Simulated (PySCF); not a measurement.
**GeH2F2 (difluorogermane) at 5 levels**

Aim: a comparison of 5 runs (HF/STO-3G, HF/3-21G, TPSSh/def2-SVP, B2PLYP/6-311G**, B3LYP/def2-SVPD) of GeH2F2 (difluorogermane). 

Program for the calculation: PySCF 2.14.0.

### 1 The structure to begin with

GeH2F2: 5 atoms, total charge 0, spin state singlet. As SMILES, `[F][GeH2][F]`. Geometry: relaxed at PBE0-D4/def2-TZVP.

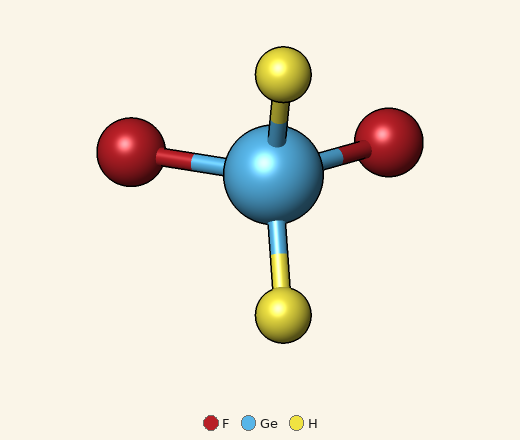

The structure, seen from a chosen angle (fluorine red, germanium blue, hydrogen yellow).

### 2 Energy and forces at HF/STO-3G (run 1)

input.py

```python
# [F][GeH2][F]
import pyscf.grad
from pyscf import gto, scf

mol = gto.M(
    atom='''
F   -0.572600   0.228500   1.525800
Ge   0.103000  -0.071300  -0.032200
F   -0.974500   0.694200  -1.139700
H    0.047300  -1.576200  -0.286700
H    1.446600   0.651000  -0.108600
''',
    verbose=4,
    max_memory=1860,
    charge=0,
    basis='sto-3g',
    spin=0,
)

hf = scf.RHF(mol)
hf.conv_tol = 1e-10
hf.kernel()
if not hf.converged:
    hf = hf.newton().run(hf.mo_coeff, hf.mo_occ)

e_final = hf.e_tot
print('E = %.10f Eh' % e_final)
grad = hf.Gradients().kernel()
dip = hf.dip_moment()
pop, q = hf.mulliken_pop()
```

Command:

```
OMP_NUM_THREADS=1 python input.py
```

Standard output:

```text
PySCF version 2.14.0

[... 57 lines left out ...]
converged SCF energy = -2249.00684302879
[... 12 lines left out ...]
Dipole moment(X, Y, Z, Debye):  1.45068, -0.88145, -0.37284
[... 36 lines left out ...]
charge of    4H =     -0.13271
```

Run time: 3.9 s. Hardware: 1 thread of Intel Xeon at 2.50GHz (Skylake/Cascade Lake), shared host; peak memory 0.12 GiB.

### 3 Energy and forces at HF/3-21G (run 2)

input.py

```python
from pyscf import gto

molecule = gto.M(
    atom='''
F     -1.082057     0.431802     2.883344
Ge     0.194642    -0.134737    -0.060849
F     -1.841538     1.311848    -2.153721
H      0.089384    -2.978586    -0.541784
H      2.733678     1.230212    -0.205224
''',
    basis='3-21g',
    verbose=4,
    max_memory=1860,
    unit='bohr',
    charge=0,
)

mf = molecule.RHF()
mf.conv_tol = 1e-10
mf.kernel()
if not mf.converged:
    mf = mf.newton().run(mf.mo_coeff, mf.mo_occ)

energy = mf.e_tot
print('E(%s) = %.9f' % ('HF', energy))
grad = mf.nuc_grad_method().kernel()
dip = mf.dip_moment()
pop, q = mf.mulliken_pop()
```

Command:

```
OMP_NUM_THREADS=1 python input.py
```

Standard output:

```text
PySCF version 2.14.0

[... 57 lines left out ...]
converged SCF energy = -2264.39299788828
[... 12 lines left out ...]
Dipole moment(X, Y, Z, Debye):  2.55369, -1.55179, -0.65634
[... 50 lines left out ...]
charge of    4H =     -0.23448
```

It took 3.9 s on 1 thread of Intel Xeon at 2.50GHz (Skylake/Cascade Lake), shared host; peak memory 0.12 GiB.

Run 3 isn't shown in full; the table further down has it.

### 4 A single-point energy at B2PLYP/6-311G(d,p) (run 4)

job.py

```python
from pyscf import gto, dft, mp

mol = gto.Mole()
mol.atom = '''
F     -0.572600     0.228500     1.525800
Ge     0.103000    -0.071300    -0.032200
F     -0.974500     0.694200    -1.139700
H      0.047300    -1.576200    -0.286700
H      1.446600     0.651000    -0.108600
'''
mol.basis = '6-311g**'
mol.verbose = 4
mol.max_memory = 1860
mol.charge = 0
mol.build()

ks = dft.RKS(mol)
ks.xc = '0.53*HF + 0.47*B88, 0.73*LYP'
ks.conv_tol = 1e-10
ks.grids.level = 5
ks.kernel()
if not ks.converged:
    ks = ks.newton().run(ks.mo_coeff, ks.mo_occ)

pt = mp.MP2(ks, frozen=11).run()
e_tot = ks.e_tot + 0.27 * pt.e_corr
print('PT2 part  %.8f' % (0.27 * pt.e_corr))
print(f'total energy: {e_tot:.8f} hartree')
ks.analyze()
```

Command:

```
OMP_NUM_THREADS=1 python job.py
```

Standard output:

```text
PySCF version 2.14.0

[... 88 lines left out ...]
Nuclear Repulsion Energy =             222.041292697355686
[... 13 lines left out ...]
MO #8   energy= -6.69162121271074  occ= 2
[... 11 lines left out ...]
MO #20  energy= -0.548056142418683 occ= 2
[... 11 lines left out ...]
MO #32  energy= 0.200238645155787  occ= 0
[... 11 lines left out ...]
MO #44  energy= 0.880326523696301  occ= 0
[... 11 lines left out ...]
MO #56  energy= 1.88063068201538   occ= 0
[... 11 lines left out ...]
MO #68  energy= 3.98586048148798   occ= 0
[... 11 lines left out ...]
MO #80  energy= 6.33875722084467   occ= 0
[... 11 lines left out ...]
MO #92  energy= 846.449527001222   occ= 0
[... 100 lines left out ...]
Dipole moment(X, Y, Z, Debye):  2.42370, -1.47279, -0.62296
```

Wall time 26 s (1 thread of Intel Xeon at 2.50GHz (Skylake/Cascade Lake), shared host); peak memory 0.46 GiB.

### 5 Energy and forces at B3LYP/def2-SVPD (run 5)

job.py

```python
from pyscf import gto, dft

mol = gto.M(
    atom='''
F     -1.082057     0.431802     2.883344
Ge     0.194642    -0.134737    -0.060849
F     -1.841538     1.311848    -2.153721
H      0.089384    -2.978586    -0.541784
H      2.733678     1.230212    -0.205224
''',
    charge=0,
    basis='def2-svpd',
    unit='bohr',
    verbose=4,
    max_memory=1860,
)

ks = dft.RKS(mol, xc='b3lyp')
ks.conv_tol = 1e-10
ks.grids.level = 5
ks.kernel()
if not ks.converged:
    ks = ks.newton().run(ks.mo_coeff, ks.mo_occ)

energy = ks.e_tot
print('Final energy', energy)
grad = ks.nuc_grad_method().kernel()
ks.analyze()
```

Command:

```
OMP_NUM_THREADS=1 python job.py
```

Standard output:

```text
PySCF version 2.14.0

[... 89 lines left out ...]
Nuclear Repulsion Energy =             222.041300891253059
[... 14 lines left out ...]
MO #9   energy= -4.46913263047017  occ= 2
[... 12 lines left out ...]
MO #22  energy= -0.463352616046943 occ= 2
[... 12 lines left out ...]
MO #35  energy= 0.139886934276012  occ= 0
[... 12 lines left out ...]
MO #48  energy= 0.332924786118513  occ= 0
[... 12 lines left out ...]
MO #61  energy= 0.682121889794002  occ= 0
[... 12 lines left out ...]
MO #74  energy= 1.41374782100465   occ= 0
[... 12 lines left out ...]
MO #87  energy= 2.55141171006705   occ= 0
[... 12 lines left out ...]
MO #100 energy= 3.55455532603919   occ= 0
[... 108 lines left out ...]
Dipole moment(X, Y, Z, Debye):  2.30298, -1.39944, -0.59193
```

It took 49 s on 1 thread of Intel Xeon at 2.50GHz (Skylake/Cascade Lake), shared host; peak memory 0.98 GiB.

### 6 The series

```csv
run,level,integration grid,task,energy (Eh),dipole moment (D),HOMO energy (eV),LUMO energy (eV),wall time
1,HF/STO-3G,–,gradient,-2249.006843,1.74,-10.33,11.72,3.9 s
2,HF/3-21G,–,gradient,-2264.392998,3.06,-13.58,4.10,3.9 s
3,TPSSh/def2-SVP,5,gradient,-2277.495193,2.42,-9.14,-0.06,39 s
4,B2PLYP/6-311G**,5,energy,-2277.465729,2.90,-11.50,0.97,26 s
5,B3LYP/def2-SVPD,5,gradient,-2277.600500,2.76,-9.92,-0.55,49 s
```

### 7 Summary of results

| quantity | value |
| --- | --- |
| run 5: total energy | -2277.60050 Eh |
| run 5: dipole moment | 2.76 D |
| run 5: HOMO energy | -9.92 eV |
| run 5: LUMO energy | -0.55 eV |
| run 5: HOMO–LUMO gap | 9.37 eV |
| run 5: largest force on an atom | 0.950 eV/Å |

What this shows: The dipole moment (its size) runs from 1.74 D (HF/STO-3G) to 3.06 D (HF/3-21G). The HOMO–LUMO gap runs from 9.08 eV (TPSSh/def2-SVP) to 22.04 eV (HF/STO-3G). The two ends differ in method and basis. Totals of different functionals can't be ranked against each other. In run 1 the basis is minimal, so the values are rough. All runs together took 2 min, the longest 49 s.
